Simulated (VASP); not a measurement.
Band structure of PbO (litharge). Calculation: PBEsol GGA with spin-orbit coupling, VASP's PBE PAW potentials (set 64) (plane waves; VASP 6.6.1).

The path is coarsely sampled, so an indirect gap can come out somewhat too large. Without a dispersion term in the relaxation, distances and binding between the weakly bound layers, chains or molecules are unreliable, and so is what depends on them.

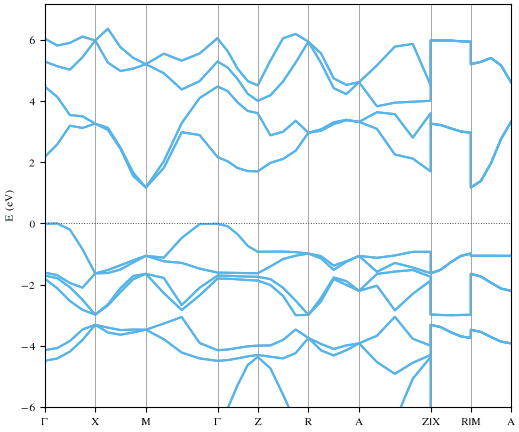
Bands along high-symmetry lines, zero at the valence-band maximum or, without a gap, the Fermi level

Question: Read the plot: is there a gap, and where are the band edges?

Answer: The gap is indirect, 1.18 eV, from the valence maximum at Γ-X at 0.25 to the conduction minimum at M.

The compound is PbO in the litharge structure. It was relaxed first.
